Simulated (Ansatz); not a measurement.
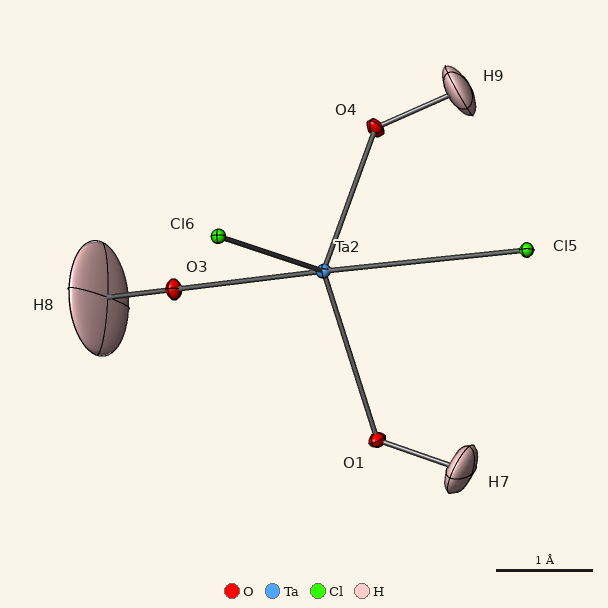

Displacement ellipsoids at the 50 % level, from the internal vibrations of the free molecule (harmonic, no overall translation or rotation; no half-axis is drawn under 0.075 Å). The species is neutral and a spin singlet. Vibrations computed with RKS PBE0-D4/def2-TZVP, core potentials on Ta (Ansatz 0.2.0). Temperature: 0 K (zero-point motion alone).

### Which atom has the largest mean-square displacement?

H8, with U_eq = 0.0933 Å².

### Does H8 move more along its bond or across it?

Across it: the root-mean-square amplitude is 0.073 Å along the bond and up to 0.390 Å across, since bending and torsion are softer than stretching.

Give the displacement parameters, one line for each set of equivalent atoms.

```
  atom  U_eq (Å²)   rms amplitudes (Å)
O1, O4     0.0037  0.039, 0.055, 0.081
   Ta2    0.00016  0.012, 0.013, 0.013
    O3     0.0040  0.037, 0.071, 0.074
   Cl5     0.0019  0.036, 0.042, 0.053
   Cl6     0.0015  0.034, 0.040, 0.041
H7, H9     0.0270  0.079, 0.175, 0.210
    H8     0.0933  0.073, 0.351, 0.390
```
